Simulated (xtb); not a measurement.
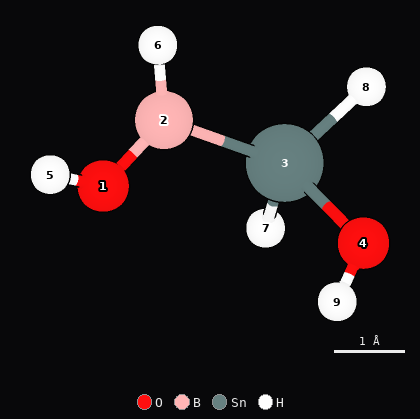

Figure 1. The input geometry (ball-and-stick view, seen at a tilt; atoms are numbered from 1 in the order of the input). Sticks mark near contacts.

## Geometry relaxation, with input and output: SnBH5O2 (part 1 of 3)

- system: SnBH5O2, SMILES O[BH][SnH2][OH]
- method: GFN2-xTB, GBSA solvent ether (xtb 6.7.1)

Some settings of this run were made unusual or wrong on purpose. The starting geometry was optimised with GFN2-xTB.

## The program's output
```
* xtb version 6.7.1
   ID    Z sym.   atoms
    1    8 O      1, 4
    2    5 B      2
    3   50 Sn     3
    4    1 H      5-9

           -------------------------------------------------
          |                Calculation Setup                |
           -------------------------------------------------

          program call               : xtb mol.xyz --gfn 2 --gbsa ether reference --pop -o 9
          coordinate file            : mol.xyz
          omp threads                :                     1

           -------------------------------------------------
          |                 G F N 2 - x T B                 |
           -------------------------------------------------

      * Hamiltonian:
        H0-scaling (s, p, d)           1.850000    2.230000    2.230000
        zeta-weighting                 0.500000
      * Dispersion:
        s8                             2.700000
        a1                             0.520000
        a2                             5.000000
        s9                             5.000000
      * Repulsion:
        kExp                           1.500000    1.000000
        rExp                           1.000000
      * Coulomb:
        alpha                          2.000000
        third order                    shell-resolved
        anisotropic                    true
        a3                             3.000000
        a5                             4.000000
        cn-shift                       1.200000
        cn-exp                         4.000000
        max-rad                        5.000000

      * Solvation model:               GBSA
        Solvent                        ether
        Parameter file                 internal GFN2-xTB/GBSA
        Dielectric constant                4.3300E+00
        Reference state                gsolv=reference [X=1]
        Free energy shift                  2.5564E-03 Eh       1.6042E+00 kcal/mol
        Temperature                        2.9815E+02 K
        Density                            7.1300E-01 kg/L
        Solvent mass                       7.4120E+01 g/mol
        Interaction kernel             Still
        Born radius scaling (c1)           1.4462E+00
        Born radii integrator          GBOBC
        Born offset                        1.3707E-03 a0       2.5902E-03 AA
        H-bond correction              true
        Ion screening                  false
        Surface tension                    1.0000E-05 Eh       1.5569E+01 dyn/cm
        Grid points                               230 per atom

          ...................................................
          :                      SETUP                      :
          :.................................................:
          :  # basis functions                  27          :
          :  # atomic orbitals                  26          :
          :  # shells                           14          :
          :  # electrons                        24          :
          :  max. iterations                   250          :
          :  Hamiltonian                  GFN2-xTB          :
          :  restarted?                      false          :
          :  GBSA solvation                   true          :
          :  PC potential                    false          :
          :  electronic temp.          300.0000000     K    :
          :  accuracy                    1.0000000          :
          :  -> integral cutoff          0.2500000E+02      :
          :  -> integral neglect         0.1000000E-07      :
          :  -> SCF convergence          0.1000000E-05 Eh   :
          :  -> wf. convergence          0.1000000E-03 e    :
          :  Broyden damping             0.4000000          :
          :  net charge                          0          :
          :  unpaired electrons                  0          :
          ...................................................

 iter      E             dE          RMSdq      gap      omega  full diag
   1    -13.1595108 -0.131595E+02  0.174E+01    3.42       0.0  T
   2    -13.2139602 -0.544494E-01  0.197E+01    1.76       1.0  T
   3    -14.1024390 -0.888479E+00  0.721E+00    3.75       1.0  T
   4    -13.9986030  0.103836E+00  0.948E+00    2.84       1.0  T
   5    -14.0655750 -0.669720E-01  0.562E+00    3.34       1.0  T
   6    -14.1204284 -0.548534E-01  0.143E+00    3.64       1.0  T
   7    -14.1216156 -0.118721E-02  0.677E-01    3.69       1.0  T
   8    -14.1219954 -0.379792E-03  0.184E-01    3.71       1.0  T
   9    -14.1220440 -0.485623E-04  0.392E-02    3.73       1.0  T
  10    -14.1220413  0.262056E-05  0.419E-02    3.72       1.0  T
  11    -14.1220440 -0.262767E-05  0.133E-02    3.73       2.5  T
  12    -14.1220438  0.198831E-06  0.177E-02    3.73       1.9  T
  13    -14.1220442 -0.396553E-06  0.922E-04    3.73      36.1  T
  14    -14.1220442 -0.826761E-09  0.694E-04    3.73      48.1  T

   *** convergence criteria satisfied after 14 iterations ***

         #    Occupation            Energy/Eh            Energy/eV
      -------------------------------------------------------------
         1        2.0000           -0.7709451             -20.9785
       ...           ...                  ...                  ...
         6        2.0000           -0.5304714             -14.4349
         7        2.0000           -0.5186491             -14.1132
         8        2.0000           -0.4869157             -13.2496
         9        2.0000           -0.4450470             -12.1103
        10        2.0000           -0.4386348             -11.9359
        11        2.0000           -0.4226286             -11.5003
        12        2.0000           -0.3915999             -10.6560 (HOMO)
        13                         -0.2545358              -6.9263 (LUMO)
        14                         -0.1650827              -4.4921
        15                         -0.1263854              -3.4391
        16                         -0.1077885              -2.9331
        17                         -0.0725148              -1.9732
       ...                                ...                  ...
        26                          0.7198516              19.5882
      -------------------------------------------------------------
                  HL-Gap            0.1370641 Eh            3.7297 eV
             Fermi-level           -0.3230679 Eh           -8.7911 eV

 SCC (total)                   0 d,  0 h,  0 min,  0.009 sec
 SCC setup                      ...        0 min,  0.000 sec (  4.216%)
 Dispersion                     ...        0 min,  0.000 sec (  0.858%)
 classical contributions        ...        0 min,  0.000 sec (  0.295%)
 integral evaluation            ...        0 min,  0.001 sec ( 15.602%)
 iterations                     ...        0 min,  0.004 sec ( 48.486%)
 molecular gradient             ...        0 min,  0.003 sec ( 28.979%)
 printout                       ...        0 min,  0.000 sec (  1.321%)

         :::::::::::::::::::::::::::::::::::::::::::::::::::::
         ::                     SUMMARY                     ::
         :::::::::::::::::::::::::::::::::::::::::::::::::::::
         :: total energy             -14.046552212507 Eh    ::
         :: total w/o Gsasa/hb       -14.032226992355 Eh    ::
         :: gradient norm              0.014774354529 Eh/a0 ::
         :: HOMO-LUMO gap              3.729704889036 eV    ::
         ::.................................................::
         :: SCC energy               -14.122038552659 Eh    ::
         :: -> isotropic ES            0.088008126435 Eh    ::
         :: -> anisotropic ES          0.000782366468 Eh    ::
         :: -> anisotropic XC         -0.000812708935 Eh    ::
         :: -> dispersion             -0.004245240834 Eh    ::
         :: -> Gsolv                  -0.023075494351 Eh    ::
         ::    -> Gelec               -0.008750274198 Eh    ::
         ::    -> Gsasa               -0.007568655343 Eh    ::
         ::    -> Ghb                 -0.009313010347 Eh    ::
         ::    -> Gshift               0.002556445537 Eh    ::
         :: repulsion energy           0.075486340152 Eh    ::
         :: add. restraining           0.000000000000 Eh    ::
         :: total charge               0.000000000000 e     ::
         :::::::::::::::::::::::::::::::::::::::::::::::::::::

      -----------------------------------------------------------
     |                   =====================                   |
     |                        A N C O P T                        |
     |                   =====================                   |
     |               Approximate Normal Coordinate               |
     |                Rational Function Optimizer                |
      -----------------------------------------------------------
      -----------------------------------------------------------
     |                   =====================                   |
     |                        A N C O P T                        |
     |                   =====================                   |
     |               Approximate Normal Coordinate               |
     |                Rational Function Optimizer                |
      -----------------------------------------------------------

          ...................................................
          :                      SETUP                      :
          :.................................................:
          :   optimization level            normal          :
          :   max. optcycles                   200          :
          :   ANC micro-cycles                  20          :
          :   degrees of freedom                21          :
          :.................................................:
          :   RF solver                   davidson          :
          :   write xtbopt.log                true          :
          :   linear?                        false          :
          :   energy convergence         0.5000000E-05 Eh   :
          :   grad. convergence          0.1000000E-02 Eh/α :
          :   maxmium RF displ.          1.0000000          :
          :   Hlow (freq-cutoff)         0.1000000E-01      :
          :   Hmax (freq-cutoff)         5.0000000          :
          :   S6 in model hess.         20.0000000          :
          ...................................................

generating ANC from exact Hessian ...
Using Lindh-Hessian (1995)
 Shifting diagonal of input Hessian by    9.7534358175489985E-003
 Lowest  eigenvalues of input Hessian
    0.000000    0.000000    0.000000    0.000000    0.000000    0.000000
    0.010000    0.010528    0.010683    0.012036    0.012216    0.012743
    0.013918    0.015088    0.016938    0.049196    0.064752    0.066970
 Highest eigenvalues
    0.394069    0.406467    0.635371    1.191979    1.300032    1.773937

........................................................................
.............................. CYCLE    1 ..............................
........................................................................

 iter      E             dE          RMSdq      gap      omega  full diag
   1    -14.1220442 -0.141220E+02  0.166E-04    3.73       0.0  T
   2    -14.1220442 -0.132108E-10  0.108E-04    3.73     307.7  T
   3    -14.1220442 -0.407372E-10  0.380E-05    3.73     878.3  T
     SCC iter.                  ...        0 min,  0.001 sec
     gradient                   ...        0 min,  0.003 sec
 * total energy  :   -14.0465522 Eh     change       -0.6611245E-09 Eh
   gradient norm :     0.0147742 Eh/α   predicted     0.0000000E+00 (-100.00%)
   displ. norm   :     0.1748446 α      lambda       -0.8437312E-03
   maximum displ.:     0.1282576 α      in ANC's #5, #8, #4, ...

........................................................................
.............................. CYCLE    2 ..............................
........................................................................

 iter      E             dE          RMSdq      gap      omega  full diag
   1    -14.1211752 -0.141212E+02  0.969E-01    3.79       0.0  T
   2    -14.1212845 -0.109299E-03  0.432E-01    3.68       1.0  T
   3    -14.1210693  0.215184E-03  0.542E-01    3.74       1.0  T
   4    -14.1213883 -0.319063E-03  0.170E-01    3.70       1.0  T
   5    -14.1213842  0.417336E-05  0.148E-01    3.69       1.0  T
   6    -14.1214044 -0.202044E-04  0.660E-02    3.69       1.0  T
   7    -14.1214085 -0.413982E-05  0.597E-03    3.69       5.6  T
   8    -14.1214086 -0.333162E-07  0.138E-03    3.69      24.1  T
   9    -14.1214086 -0.854579E-09  0.283E-04    3.69     118.0  T
  10    -14.1214086  0.391864E-11  0.202E-04    3.69     165.1  T
     SCC iter.                  ...        0 min,  0.004 sec
     gradient                   ...        0 min,  0.003 sec
 * total energy  :   -14.0467764 Eh     change       -0.2241535E-03 Eh
   gradient norm :     0.0115539 Eh/α   predicted    -0.4347621E-03 (  93.96%)
   displ. norm   :     0.0797797 α      lambda       -0.4159673E-03
   maximum displ.:     0.0457080 α      in ANC's #5, #8, #10, ...

........................................................................
.............................. CYCLE    3 ..............................
........................................................................

 iter      E             dE          RMSdq      gap      omega  full diag
   1    -14.1214195 -0.141214E+02  0.350E-01    3.70       0.0  T
   2    -14.1214247 -0.517415E-05  0.205E-01    3.71       1.0  T
   3    -14.1214109  0.137126E-04  0.105E-01    3.70       1.0  T
   4    -14.1214261 -0.151136E-04  0.317E-02    3.70       1.1  T
   5    -14.1214263 -0.272125E-06  0.233E-02    3.70       1.4  T
   6    -14.1214272 -0.848013E-06  0.444E-03    3.71       7.5  T
   7    -14.1214272 -0.253421E-07  0.565E-04    3.71      59.0  T
   8    -14.1214272  0.580194E-10  0.566E-04    3.71      58.9  T
     SCC iter.                  ...        0 min,  0.003 sec
     gradient                   ...        0 min,  0.003 sec
 * total energy  :   -14.0470193 Eh     change       -0.2429742E-03 Eh
   gradient norm :     0.0046652 Eh/α   predicted    -0.2093086E-03 ( -13.86%)
   displ. norm   :     0.0516630 α      lambda       -0.8540394E-04
   maximum displ.:     0.0247494 α      in ANC's #9, #13, #7, ...

........................................................................
.............................. CYCLE    4 ..............................
........................................................................

 iter      E             dE          RMSdq      gap      omega  full diag
   1    -14.1217007 -0.141217E+02  0.168E-01    3.73       0.0  T
   2    -14.1217015 -0.777811E-06  0.112E-01    3.72       1.0  T
   3    -14.1216848  0.166214E-04  0.838E-02    3.73       1.0  T
   4    -14.1217059 -0.210813E-04  0.179E-02    3.72       1.9  T
   5    -14.1217061 -0.202058E-06  0.120E-02    3.72       2.8  T
   6    -14.1217062 -0.958078E-07  0.666E-03    3.72       5.0  T
   7    -14.1217063 -0.472687E-07  0.127E-03    3.72      26.2  T
   8    -14.1217063 -0.129278E-08  0.267E-04    3.72     124.6  T
   9    -14.1217063 -0.276970E-10  0.115E-04    3.72     289.4  T
     SCC iter.                  ...        0 min,  0.003 sec
     gradient                   ...        0 min,  0.003 sec
 * total energy  :   -14.0470556 Eh     change       -0.3629311E-04 Eh
   gradient norm :     0.0030598 Eh/α   predicted    -0.4281606E-04 (  17.97%)
   displ. norm   :     0.0387363 α      lambda       -0.5153553E-04
   maximum displ.:     0.0197978 α      in ANC's #7, #13, #5, ...

........................................................................
.............................. CYCLE    5 ..............................
........................................................................

 iter      E             dE          RMSdq      gap      omega  full diag
   1    -14.1220015 -0.141220E+02  0.125E-01    3.73       0.0  T
   2    -14.1220050 -0.350781E-05  0.609E-02    3.71       1.0  T
   3    -14.1220038  0.119899E-05  0.538E-02    3.72       1.0  T
   4    -14.1220073 -0.347149E-05  0.127E-02    3.72       2.6  T
   5    -14.1220073  0.276855E-07  0.136E-02    3.72       2.5  T
   6    -14.1220074 -0.148273E-06  0.103E-02    3.72       3.2  T
   7    -14.1220075 -0.921463E-07  0.136E-03    3.72      24.5  T
   8    -14.1220075 -0.119760E-08  0.354E-04    3.72      94.2  T
   9    -14.1220075 -0.109596E-09  0.102E-04    3.72     325.4  T
     SCC iter.                  ...        0 min,  0.004 sec
     gradient                   ...        0 min,  0.003 sec
 * total energy  :   -14.0470774 Eh     change       -0.2174003E-04 Eh
   gradient norm :     0.0028281 Eh/α   predicted    -0.2580622E-04 (  18.70%)
   displ. norm   :     0.0355541 α      lambda       -0.3041820E-04
   maximum displ.:     0.0204084 α      in ANC's #4, #7, #5, ...

........................................................................
.............................. CYCLE    6 ..............................
........................................................................

 iter      E             dE          RMSdq      gap      omega  full diag
   1    -14.1221931 -0.141222E+02  0.110E-01    3.72       0.0  T
   2    -14.1221934 -0.290698E-06  0.681E-02    3.71       1.0  T
   3    -14.1221925  0.834341E-06  0.190E-02    3.72       1.8  T
   4    -14.1221935 -0.939624E-06  0.572E-03    3.71       5.8  T
   5    -14.1221935 -0.413052E-07  0.358E-03    3.71       9.3  T
   6    -14.1221935 -0.219601E-07  0.840E-04    3.71      39.7  T
   7    -14.1221935 -0.443412E-09  0.400E-04    3.71      83.4  T
     SCC iter.                  ...        0 min,  0.003 sec
     gradient                   ...        0 min,  0.003 sec
 * total energy  :   -14.0470869 Eh     change       -0.9571052E-05 Eh
   gradient norm :     0.0020132 Eh/α   predicted    -0.1522780E-04 (  59.10%)
   displ. norm   :     0.0209430 α      lambda       -0.1871023E-04
   maximum displ.:     0.0146327 α      in ANC's #9, #8, #5, ...
```
